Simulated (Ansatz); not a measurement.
## Mo (bcc, W type), map of one atom of the cell

Mo (bcc, W type)

```yaml
crystal:
  lattice:
    - [-3.15061, 3.15061, 3.15061]
    - [1.57530, -1.57530, 1.57530]
    - [1.57530, 1.57530, -1.57530]
  atoms:
    - { symbol: Mo, position: [0.00000, 0.00000, 0.00000] }
    - { symbol: Mo, position: [0.50000, 0.00000, 0.00000] }
```

Two-dimensional scan of atom 1 (Mo, nearest neighbour Mo at 2.729 Å; its periodic images, 2.7 Å or more away, move with it): u runs along (0.707, 0.707, 0.000), v along (0.000, 0.000, 1.000) (Cartesian). Cell and other atoms are fixed.

Level of theory: r2SCAN (plane waves to 500 eV, PAW, scalar-relativistic; Ansatz, an electronic-structure program). k mesh 17×17×17 (Γ-centred), Fermi-Dirac smearing 0.05 eV. The energy includes the smearing's −TS. Points where atoms come too close for the PAW data are left out (x in tables, blank in figures). With partly filled bands, energies and forces of such displacements shift with the k mesh and the smearing. Fu and Fv are the components of the force on the atom. On this mesh the relaxed cell isn't quite at rest: it carries a pressure of 0.1 GPa (compression positive) at the zero of the scan. Mo is run without spin polarisation. Mo was relaxed with its symmetry unable to fall. ΔE is measured from the undisplaced structure. Axes are in Å.

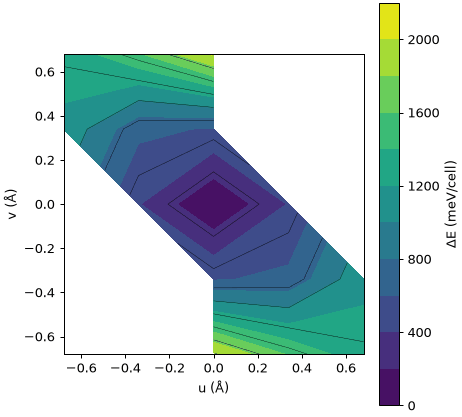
Figure: ΔE (meV/cell) over the 5×5 grid of computed points.

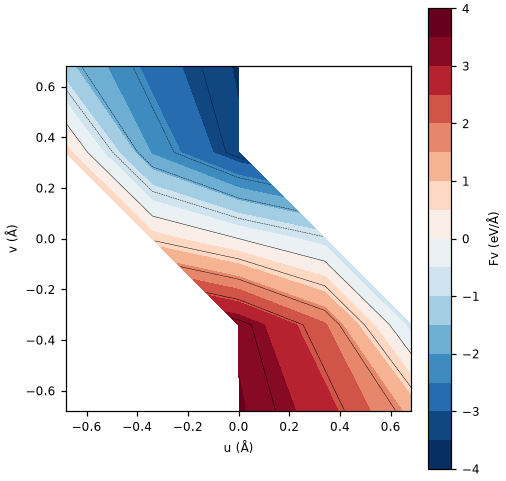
Fv (eV/Å) over the 5×5 grid of computed points.

Lowest place on the grid: u = 0.000 Å, v = 0.000 Å (0 meV/cell).

(A displaced cell: forces are minus the slopes of the energy, force constants its curvatures, and phonons follow from these.)
